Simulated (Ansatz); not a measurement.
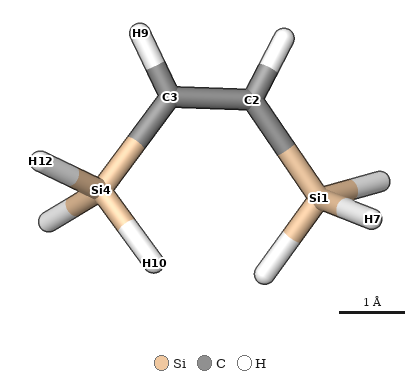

*The structure (stick view, seen at a tilt; atoms are numbered from 1 in the order of the input).*

Bond lengths as drawn: C–C 1.34 Å, C–H 1.09 Å, C–Si 1.87 Å and H–Si 1.49 Å.

## Single-point calculation of C$_{2}$H$_{8}$Si$_{2}$

The run: single-point calculation of C$_{2}$H$_{8}$Si$_{2}$, SMILES [SiH3]C=C[SiH3]. Method and program: RHF-MP2, frozen core/def2-QZVPP (Ansatz 0.2.0).

The geometry comes from this level: PBE0-D4/def2-TZVP.

## Output
```
Functional definition: HF
  name "HF"
  cite "Fock, Z. Phys. 61, 126 (1930) doi:10.1007/BF01340294"
  parent pbe
  exchange = exact_x
  correlation = 0
2883 factors; integrals over basis functions are off by at most 8.8e-4 eV
mean field evaluation 1: about -17909.6864 eV, gradient 3.1e1 eV
mean field evaluation 2: about -17909.8238 eV, gradient 3.1e1 eV
mean field evaluation 4: about -17913.1608 eV, gradient 3.9e0 eV
mean field evaluation 8: about -17913.2252 eV, gradient 8.9e-2 eV
mean field -17913.22524633 eV, -658.2988857823 hartree, gradient 1.4e-6 eV, S^2 0.000000; 0 other end points of the search recorded, 0 dependent functions left out; unrestricted orbitals would lower it
mean field evaluation 16: about -17913.1389 eV, gradient 1.4e0 eV
12 core orbitals not correlated: weight in the atoms' cores, before any rotation towards them, 1.000 or more for the frozen orbitals, at most 0.000 for the correlated occupied ones
reference -17913.22524633 eV, -658.2988857823 hartree; 12, 12 occupied and 470, 470 virtual orbitals, 2883 factors
second order -16.84644430 eV of doubles, -0.00000000 eV of singles
Total energy: -17930.07169063 eV, -658.9179811915 hartree
```

This output came from the following input.

## Input
```yaml
crystal:
  periodic: [false, false, false]
  atoms:
    - {symbol: Si, position_ang: [-0.654567, 1.726096, -0.243280]}
    - {symbol: C, position_ang: [-0.312388, 0.467880, 1.096311]}
    - {symbol: C, position_ang: [0.159369, -0.773196, 0.932851]}
    - {symbol: Si, position_ang: [0.678809, -1.576839, -0.673332]}
    - {symbol: H, position_ang: [-0.969471, 1.061920, -1.534117]}
    - {symbol: H, position_ang: [-1.820268, 2.550463, 0.172409]}
    - {symbol: H, position_ang: [0.509644, 2.632744, -0.436461]}
    - {symbol: H, position_ang: [-0.546795, 0.788386, 2.113317]}
    - {symbol: H, position_ang: [0.278186, -1.389183, 1.826403]}
    - {symbol: H, position_ang: [1.147625, -0.563482, -1.653032]}
    - {symbol: H, position_ang: [-0.443088, -2.348175, -1.274194]}
    - {symbol: H, position_ang: [1.790843, -2.521715, -0.387474]}
basis:
  gaussian: {orbitals: "def2-QZVPP.json"}
correlation: {method: mp2}
```

Launched with:
```bash
ansatz run in.yaml --threads 4 --pin off --events-out ev --progress --plain --max-ram 10444MiB
```

## Summary

```json
{"quantity": "outcome", "value": "converged"}
{"quantity": "total energy", "value": "−17930.0717 eV"}
{"quantity": "mean-field energy", "value": "−17913.2252 eV"}
{"quantity": "SCF solution under orbital rotations", "value": "stable within restricted orbitals"}
{"quantity": "hardware", "value": "4 threads of Arm Neoverse V1, 23 GiB of memory available, shared host"}
{"quantity": "wall time", "value": "24 s (CPU time 92 s)"}
{"quantity": "peak memory", "value": "3.1 GiB"}
```
